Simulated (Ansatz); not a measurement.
**HfC: stress in a strained cell**

Aim: deform HfC (zz strain of -1 %) and compute stress, forces and field gradients with LAPW, PAW and all-electron datasets made for the crystal.

Program: Ansatz 0.2.0. Level of theory: DFT PBEsol, scalar-relativistic. These are calculated values, not measurements.

**1. Starting point**

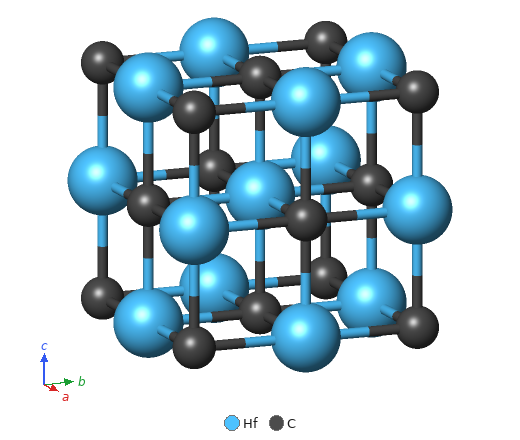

Start, viewed slightly off an axis; hafnium blue, carbon dark grey. Atoms on the faces are drawn again on the opposite ones. The cell drawn here is the conventional one.

Coordinates:

```xyz
2
Lattice="0.0000 2.3250 2.3250 2.3250 0.0000 2.3250 2.3250 2.3250 0.0000" Properties=species:S:1:pos:R:3 pbc="T T T"
Hf    2.3250    2.3250    2.3250
C     0.0000    0.0000    0.0000
```

Atoms are numbered in the order of the input: Hf1, C2.

**2. After the deformation**

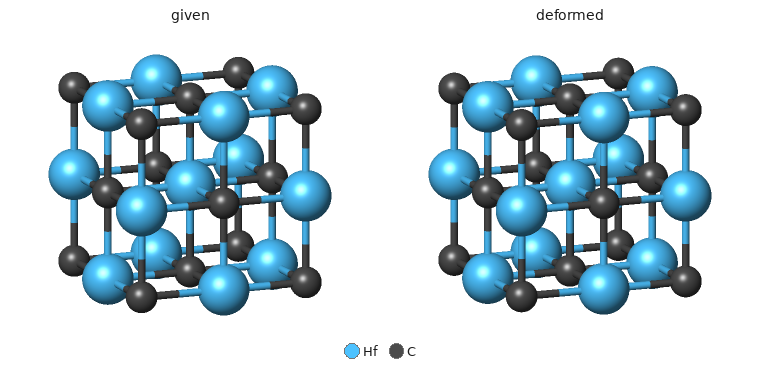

Given and deformed, at one scale.

Space group Fm-3m before, I4/mmm after.

**3. LAPW, all electrons**

The input, input.yaml:

```yaml
crystal:
  lattice:
    - [0.0, 2.325, 2.30175]
    - [2.325, 0.0, 2.30175]
    - [2.325, 2.325, 0.0]
  atoms:
    - { symbol: Hf, position: [0.5, 0.5, 0.5] }
    - { symbol: C, position: [0.0, 0.0, 0.0] }
kpoints:
  mp_grid: { grid: [15, 15, 15] }
  band_path:
    path:
      - [0.0, 0.0, 0.0]
      - [0.0, 0.5, 0.5]
      - [0.25, 0.75, 0.5]
      - [0.0, 0.5, 0.0]
      - [0.0, 0.0, 0.0]
      - [0.5, 0.5, 0.0]
      - [0.3775380063, 0.6224619937, 0.0]
      - [-0.3775380063, 0.3775380063, 0.0]
      - [0.0, 0.0, 0.0]
    npoints: 5
scf:
  occupations: { method: fermi_dirac, width: 0.05 }
hamiltonian:
  xc: pbesol
  pseudopotentials: { kind: all_electron, lapw: { basis_error: 0.001 } }
output:
  forces: true
  stress: true
  eigenvalues: true
```

Launch:

```bash
ansatz run input.yaml --threads 1 --pin off --max-ram 3072MiB --backend cpu --events-out ev --progress --plain --runs-dir out
```

The log of the run (excerpt; [...] marks lines left out):

```text
LAPW: plane waves up to 9.010 Å⁻¹, error target 1.0e-3 eV per atom; small_component_spin mean_spin; C in spheres of 0.945 Å, 6 of its electrons in bands, Dirac shells []; Hf in spheres of 1.357 Å, 42 of its electrons in bands, Dirac shells []
[...]
Pseudopotentials: kind: all_electron
Pseudopotential: Hf, LAPW, valence charge 42, Koelling and Harmon's equation, gaussian nucleus
Pseudopotential: C, LAPW, valence charge 6, Koelling and Harmon's equation, gaussian nucleus
Functional definition: PBEsol
[...]
Crystal: 2 atoms, lattice volume = 24.885 Å³
Basis set: ecut = 309.2651154567834 eV, 323 PW (Γ), exchange–correlation at level 2
Bands: 29, of which v1, the nominal top of the filled ones, is band 24 counted from 1 (23 counted from 0)
Symmetry: 16 space group operations
Space group: I4/mmm (ITA 139), of the structure as read, at distance tolerance 2.9e-5 Å
k-points: 288 of 3375
[...]
SCF iter   1: F=—  HF=-411163.411341 eV  |F-HF|=—  |Δ(HF+E_count)|=         —  Δρ=1.26e-1  dr2=5.57e0  ethr=1.16e-2  ⟨swp⟩=2.0  Hψ=49860  notcnv=0
[...]
the basis was enlarged: its passes take 268.4 KiB over the memory plan, 1 of 1 planned eigensolver slots
[...]
SCF iter  10: F=-411161.531207 eV  HF=-411161.531207 eV  |F-HF|=2.81e-8  |Δ(HF+E_count)|=   1.18e-7  Δρ=1.12e-5  dr2=3.39e-8  ethr=1.13e-9  ⟨swp⟩=2.7  Hψ=25346  notcnv=0
[...]
NSCF: frozen V_eff on 41 k-points
SCF converged after 10 iterations
Free energy (F): -411161.531207 eV
[...]
E sigma→0 (E₀):  -411161.529684 eV
Entropy (-TS):   -0.003045 eV (-1.523 meV/atom)
Fermi energy:    20.535580 eV
[...]
--- Forces (eV/Å), atoms counted from 1 ---
  atom   1  Hf     0.00000000     0.00000000    -0.00000000
  atom   2  C      0.00000000     0.00000000    -0.00000000
[...]
--- Stress (GPa, compression-positive) ---
       -5.514906       0.000000       0.000000
        0.000000      -5.514906       0.000000
        0.000000       0.000000      -1.535594
  P = ⅓ Tr σ = -4.1885 GPa (-41.885 kbar)
--- Band table (eV; the first three rows and the last of 288) ---
[...]
```

It took 80 s on 1 thread of Arm Neoverse V1, shared host; peak memory 0.84 GiB.

This run gives: pressure -4.19 GPa; no gap.

**4. PAW with frozen cores**

The input, input.yaml:

```yaml
crystal:
  lattice:
    - [0.0, 2.325, 2.30175]
    - [2.325, 0.0, 2.30175]
    - [2.325, 2.325, 0.0]
  atoms:
    - { symbol: Hf, position: [0.5, 0.5, 0.5] }
    - { symbol: C, position: [0.0, 0.0, 0.0] }
kpoints:
  mp_grid: { grid: [15, 15, 15] }
scf:
  occupations: { method: fermi_dirac, width: 0.05 }
hamiltonian:
  xc: pbesol
  pseudopotentials: { kind: paw }
output:
  forces: true
  stress: true
  eigenvalues: true
  efg: { contact_densities: true }
```

Launch:

```bash
ansatz run input.yaml --threads 1 --pin off --max-ram 3072MiB --backend cpu --events-out ev --progress --plain --runs-dir out
```

The log of the run (excerpt; [...] marks lines left out):

```text
Hf: output.efg is read without spin–orbit coupling, which moves field gradients at and beside such atoms by some per cent and up to a factor of two; PAW files take it under magnetization.noncollinear and magnetization.spin_orbit
[...]
Pseudopotentials: kind: paw
Pseudopotential: Hf, paw, valence charge 26, recommended cutoff 420 eV (normal)
Pseudopotential: C, paw, valence charge 4, recommended cutoff 420 eV (normal)
[... 1 set-up line as earlier in the session ...]
[...]
Crystal: 2 atoms, lattice volume = 24.885 Å³
Basis set: ecut = 420 eV, 531 PW (Γ), exchange–correlation on 48×48×48 points (8 copies of the dense FFT grid, shifted against one another)
Bands: 19, of which v1, the nominal top of the filled ones, is band 15 counted from 1 (14 counted from 0)
[... 2 set-up lines as earlier in the session ...]
k-points: 288 of 3375
[...]
  atom   1  Hf     0.00000000     0.00000000    -0.00000000
  atom   2  C     -0.00000000     0.00000000     0.00000000
[...]
--- Stress (GPa, compression-positive) ---
       -5.564672       0.000000       0.000000
        0.000000      -5.564672      -0.000000
        0.000000       0.000000      -1.576064
  P = ⅓ Tr σ = -4.2351 GPa (-42.351 kbar)
--- PAW observables at the nuclei: V_zz in 10²¹ V/m², potentials from the cell's mean, atoms counted from 1 ---
  atom   1  Hf V_zz =    -3.701378   η = 0.0000   by run symmetry: allowed
            electrostatic potential = -14184.897168 V   contact ρ = 7519034.761446 e/Å³
  atom   2  C  V_zz =    -0.116202   η = 0.0000   by run symmetry: allowed
            electrostatic potential = -427.398018 V   contact ρ = 862.031882 e/Å³
--- Band table (eV; the first three rows and the last of 288) ---
  k-point 0: bands = ["-40.8323", "-9.2923", "-9.2923", "-9.2827", "7.8374", "9.1961", "9.2021", "9.2021", "9.2070", "9.2889", "9.2889", "9.2899", "21.2552", "21.2552", "21.3089", "21.4761", "21.4761", "21.5849", "23.4899"]
[...]
```

Wall time 10 s (1 thread of Arm Neoverse V1, shared host); peak memory 0.45 GiB.

Result: pressure -4.24 GPa; no gap; Vzz Hf1 -3.70 (η = 0.00), C2 -0.12 (η = 0.00) (10²¹ V/m²).

**5. Datasets made for this crystal**

Changes to input.yaml since step 4:

```diff
@@ -14,3 +14,3 @@
   xc: pbesol
-  pseudopotentials: { kind: paw }
+  pseudopotentials: { kind: all_electron, datasets: crystal }
 output:
```

Launch:

```bash
ansatz run input.yaml --threads 1 --pin off --max-ram 3072MiB --backend cpu --events-out ev --progress --plain --runs-dir out
```

The log of the run (excerpt; [...] marks lines left out):

```text
[...]
Hf: output.efg is read without spin–orbit coupling, which moves field gradients at and beside such atoms by some per cent and up to a factor of two; PAW files take it under magnetization.noncollinear and magnetization.spin_orbit
[...]
[... 1 set-up line as earlier in the session ...]
Pseudopotential: Hf, paw, valence charge 26, recommended cutoff 400 eV (normal), Koelling and Harmon's equation, gaussian nucleus
Pseudopotential: C, paw, valence charge 4, recommended cutoff 400 eV (normal), Koelling and Harmon's equation, gaussian nucleus
[... 1 set-up line as earlier in the session ...]
[...]
Crystal: 2 atoms, lattice volume = 24.885 Å³
Basis set: ecut = 400 eV, 459 PW (Γ), exchange–correlation on 48×48×48 points (8 copies of the dense FFT grid, shifted against one another)
Bands: 19, of which v1, the nominal top of the filled ones, is band 15 counted from 1 (14 counted from 0)
[... 1 set-up line as earlier in the session ...]
[...]
  atom   1  Hf     0.00000000     0.00000000     0.00000000
  atom   2  C     -0.00000000     0.00000000     0.00000000
[...]
--- Stress (GPa, compression-positive) ---
       -5.517657       0.000000       0.000000
        0.000000      -5.517657       0.000000
        0.000000       0.000000      -1.538773
  P = ⅓ Tr σ = -4.1914 GPa (-41.914 kbar)
--- PAW observables at the nuclei: V_zz in 10²¹ V/m², potentials from the cell's mean, atoms counted from 1 ---
  atom   1  Hf V_zz =    -3.706152   η = 0.0000   by run symmetry: allowed
            electrostatic potential = -14182.203523 V   contact ρ = 7515521.710605 e/Å³
  atom   2  C  V_zz =    -0.117311   η = 0.0000   by run symmetry: allowed
            electrostatic potential = -426.644210 V   contact ρ = 862.179564 e/Å³
--- Band table (eV; the first three rows and the last of 288) ---
  k-point 0: bands = ["-40.4741", "-8.9320", "-8.9320", "-8.9229", "8.1956", "9.5491", "9.5547", "9.5547", "9.5592", "9.6414", "9.6414", "9.6425", "21.6186", "21.6186", "21.6723", "21.8337", "21.8337"]
[...]
```

Run time: 40 s. Hardware: 1 thread of Arm Neoverse V1, shared host; peak memory 0.86 GiB.

Read from it: pressure -4.19 GPa; no gap; Vzz Hf1 -3.71 (η = 0.00), C2 -0.12 (η = 0.00) (10²¹ V/m²).

**6. Side by side**

Stress (GPa, compression positive):

| method | xx | yy | zz | yz | xz | xy |
| --- | --- | --- | --- | --- | --- | --- |
| LAPW | -5.51 | -5.51 | -1.54 | 0.00 | 0.00 | 0.00 |
| PAW | -5.56 | -5.56 | -1.58 | 0.00 | 0.00 | 0.00 |
| crystal datasets | -5.52 | -5.52 | -1.54 | 0.00 | 0.00 | 0.00 |

```
          method  pressure (GPa)  Vzz Hf1 (10²¹ V/m²)  Vzz C2 (10²¹ V/m²)  SCF cycles, all passes
            LAPW           -4.19                    –                   –                      10
             PAW           -4.24                -3.70               -0.12                       7
crystal datasets           -4.19                -3.71               -0.12                      10
```

**7. Outcome**

```
                                 quantity                                              value
                                 pressure  LAPW -4.19, PAW -4.24, crystal datasets -4.19 GPa
largest shear or deviatoric stress (LAPW)                                           2.65 GPa
```

In words: The largest part of the stress beyond the pressure is 2.65 GPa in size, in the zz component; the atoms are carried along and not relaxed. No run of the undeformed cell stands beside it, so the pressure holds what the given cell had before the change. PAW: stress within 0.05 GPa of LAPW. Crystal datasets: stress within 0.01 GPa of LAPW. Spin-orbit coupling is left out, though the cell holds Hf; in elements this heavy it can shift bands and gaps by tenths of an eV.
